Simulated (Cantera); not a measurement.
Input: 1 mol Si, 0.012 mol O₂, 810 mol H₂, equilibrated at 1423.15 K.

These are equilibrium values from Cantera (NASA tables, ideal gas, pure condensed phases), not measurements of a reactor. Candidate condensed phases: H₂O, Si, SiO₂; 18 gas species. Mutual solubility and eutectic melting of coexisting phases are not modelled. The tables hold silica as quartz up to 1696 K and as liquid above; real silica turns to tridymite and cristobalite and melts near 1996 K. Kinetics and transport are ignored.

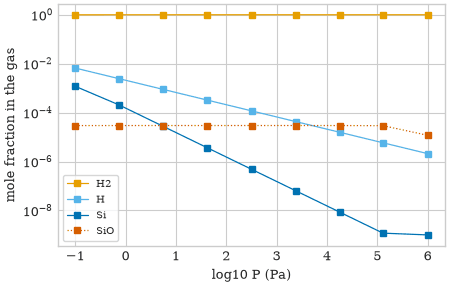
Fig. 1. Equilibrium gas composition (values under 1e-9 drawn at 1e-9)

At 0.100 Pa nothing is condensed. From 0.750 Pa to 1.30 bar the condensed part is Si(s). At 10.0 bar the condensed part is Si(s) + SiO₂(β-quartz). The main Si-bearing gas is Si at 0.100 Pa and SiO at 10.0 bar. The share of Si in condensed phases is highest at 10.0 bar (98.2 %) and lowest at 0.100 Pa (0.0 %).
